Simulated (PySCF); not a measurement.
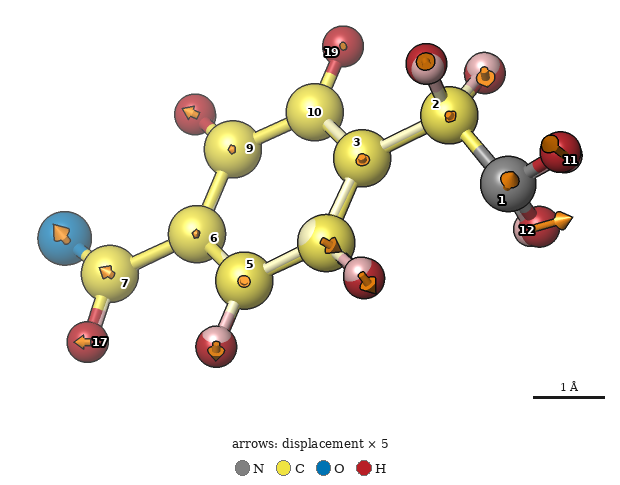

A relaxation of C$_{8}$H$_{9}$NO. The starting structure is drawn faded, the final one solid; orange arrows show the displacements, magnified 5 times. The two geometries are superimposed by the best rigid fit.

Style: ball-and-stick. Shown at a tilt.

The start comes from GFN2-xTB. Its atoms were then displaced at random by about 0.01 Å.

Theory: PBE0-D3(BJ)/def2-SVP geometry optimisation, gas phase in PySCF 2.14.0, density-fitted response routines. 

Which element moves most?

Answer. Hydrogen: up to 0.16 Å, against 0.09 Å for nitrogen.

What did the optimiser do to the structure, and how much energy did it gain?

Answer. Over 12 geometry steps the energy falls by 4.66 kcal/mol. The largest move after the best rigid fit is that of an H atom, 0.16 Å. By element the largest moves are H 0.16 Å, N 0.09 Å, O 0.08 Å, C 0.08 Å. Among the contacts that change: C–C 1.346 → 1.391 Å, C–H 1.061 → 1.095 Å, H–N 1.047 → 1.016 Å, H–N 0.989 → 1.018 Å. Bond angles that change, for instance: C–C–H 115.0° → 118.3°, N–C–C 109.8° → 112.6°, C–C–C 122.9° → 120.2°. Cost: 4.1 min on 1 thread of Arm Neoverse V1, with other jobs on the host.
